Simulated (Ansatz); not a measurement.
# A computed series for ZnO: pressure series

The reference is ZnO in the wurtzite structure (space group P6_3mc, No. 186; a = 3.1869 Å, c = 5.1526 Å).

Cell and atoms are relaxed at each pressure.

Method: LDA in Ansatz (plane waves to 420 eV, PAW, scalar-relativistic without spin-orbit coupling).

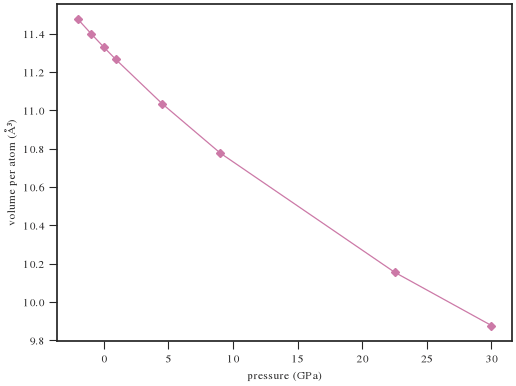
Figure: Volume per atom against pressure

| pressure (GPa) | volume per atom |
|---|---|
| -2 | 11.48 Å³ |
| -1 | 11.40 Å³ |
| 0.9 | 11.27 Å³ |
| 4.5 | 11.04 Å³ |
| 9 | 10.78 Å³ |
| 22.5 | 10.16 Å³ |
| 30 | 9.88 Å³ |

Load acts through the strain it causes; cell and atoms are relaxed under it. No phonon test of stability was made. Measured, ZnO leaves this structure (for rock salt) near 9.1 GPa (temperature not stated; as listed in Datta, Sujoy, Jana, Debnarayan, arXiv (2020)), on rising pressure, with hysteresis.

Ansatz is a quantum-chemistry and plane-wave program.
